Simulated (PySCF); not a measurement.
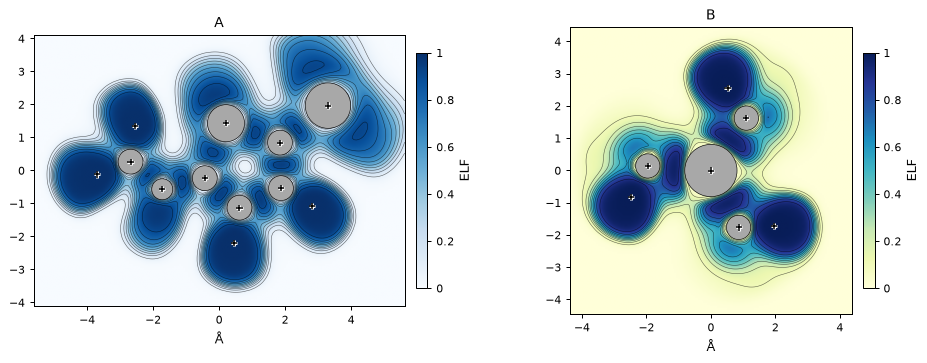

The electron localisation function of 2 systems, each on a plane through atoms (crosses mark nuclei in the plane; grey discs cover the cores).

All numbers below come from PySCF 2.14.0, wB97X-D/def2-SVPD, SCF density, gas phase.

System 1: C3H9Al, the plane of atoms C2, Al1 and C10. Geometry: PBE0-D3(BJ)/def2-SVP.

```yaml
atoms:
  - { symbol: Al, position_ang: [0.0038, -0.0053, -0.0014] }
  - { symbol: C, position_ang: [1.9664, -0.0396, -0.0329] }
  - { symbol: H, position_ang: [2.3925, -1.0533, -0.0931] }
  - { symbol: H, position_ang: [2.3801, 0.4421, 0.8711] }
  - { symbol: H, position_ang: [2.3566, 0.5409, -0.8874] }
  - { symbol: C, position_ang: [-0.9466, 1.7123, 0.0045] }
  - { symbol: H, position_ang: [-1.5660, 1.8138, 0.9136] }
  - { symbol: H, position_ang: [-1.6502, 1.7781, -0.8442] }
  - { symbol: H, position_ang: [-0.2832, 2.5902, -0.0435] }
  - { symbol: C, position_ang: [-1.0101, -1.6860, 0.0296] }
  - { symbol: H, position_ang: [-2.1022, -1.5422, 0.0452] }
  - { symbol: H, position_ang: [-0.7416, -2.2946, 0.9111] }
  - { symbol: H, position_ang: [-0.7689, -2.3084, -0.8504] }
```

System 2: C5H4NSSe (SMILES C=Nc1ccc([Se-])s1) (charge −1), the molecular plane. Geometry: GFN2-xTB.

```yaml
atoms:
  - { symbol: C, position_ang: [2.6446, 0.5076, -0.1750] }
  - { symbol: N, position_ang: [1.7738, -0.3700, 0.1311] }
  - { symbol: C, position_ang: [0.4560, -0.1789, 0.0595] }
  - { symbol: C, position_ang: [-0.4986, -1.1169, 0.3920] }
  - { symbol: C, position_ang: [-1.8089, -0.6812, 0.2356] }
  - { symbol: C, position_ang: [-1.9193, 0.6133, -0.2258] }
  - { symbol: Se, position_ang: [-3.4787, 1.5282, -0.5474] }
  - { symbol: S, position_ang: [-0.3502, 1.3207, -0.4762] }
  - { symbol: H, position_ang: [2.4018, 1.5109, -0.5285] }
  - { symbol: H, position_ang: [3.6865, 0.2413, -0.0801] }
  - { symbol: H, position_ang: [-0.2252, -2.0985, 0.7427] }
  - { symbol: H, position_ang: [-2.6805, -1.2772, 0.4461] }
```

### Match each panel to its system.

Panel A is system 2, C5H4NSSe: the plane holds C, N, Se, S and H. C–N (1.27 Å): the ELF peaks at about 0.90 between the atoms (localised, covalent bonding). Panel B is system 1, C3H9Al: the plane holds Al, C and H. C–Al (1.96 Å): the ELF peaks at about 0.95 between the atoms, as expected for a shared but strongly polarised pair.
